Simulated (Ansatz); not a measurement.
How methods differ on SiF3 (trifluorosilyl)

SiF3 has 4 atoms, charge 0, and is taken as a doublet. As SMILES, `F[Si](F)F`. Geometry: optimised at B3LYP/def2-SVP.

```xyz
4

F     0.8007   -0.5175    1.1733
Si   -0.2905    0.2190    0.2408
F    -1.0126   -0.9100   -0.6574
F     0.5024    1.2086   -0.7567
```

Each level gives the dissociation energy of the F3–Si2 bond into doublet F and singlet SiF2 (shapes relaxed at B3LYP/def2-SVP, no zero-point term) (eV). The values are calculated.

```json
{"level": "USVWN5/def2-TZVPP", "kind": "LDA", "program": "Ansatz", "value (eV)": "5.46", "CPU time (all runs)": "2.3 s"}
{"level": "UBLYP/def2-TZVPP", "kind": "GGA", "program": "Ansatz", "value (eV)": "4.50", "CPU time (all runs)": "4.3 s"}
{"level": "U-r2SCAN/def2-TZVPP", "kind": "meta-GGA", "program": "Ansatz", "value (eV)": "4.92", "CPU time (all runs)": "10 s"}
{"level": "UB3LYP/def2-TZVPP", "kind": "global hybrid", "program": "Ansatz", "value (eV)": "4.49", "CPU time (all runs)": "6 s"}
{"level": "UPBE0-D4/def2-TZVPP", "kind": "global hybrid", "program": "Ansatz", "value (eV)": "4.64", "CPU time (all runs)": "5.5 s"}
{"level": "U-wB97M-V/def2-TZVPP", "kind": "range-separated hybrid", "program": "Ansatz", "value (eV)": "4.41", "CPU time (all runs)": "20 s"}
{"level": "RPA@PBE/def2-TZVPP", "kind": "RPA", "program": "Ansatz", "value (eV)": "4.04", "CPU time (all runs)": "8 s"}
{"level": "UMP2/def2-TZVPP", "kind": "perturbation theory", "program": "Ansatz", "value (eV)": "4.97", "CPU time (all runs)": "4 s"}
```

The values span 4.04 to 5.46 eV. A fragment with an even electron count was run as a singlet and may have a lower triplet. Measured bond enthalpies also hold zero-point and thermal terms, a few tenths of an eV less. CPU times are rough (shared hosts, several kinds of processor): they show what a rung costs within a factor of a few.

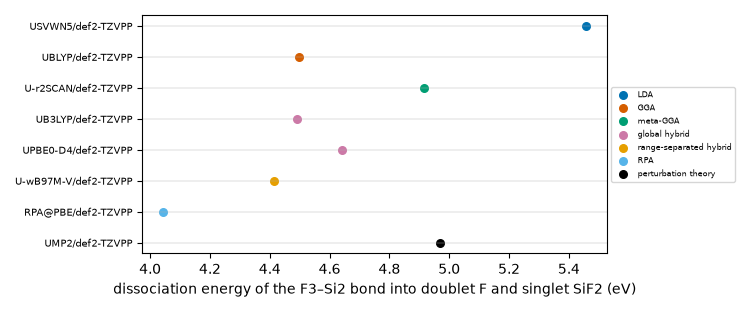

The values of the table, level by level.
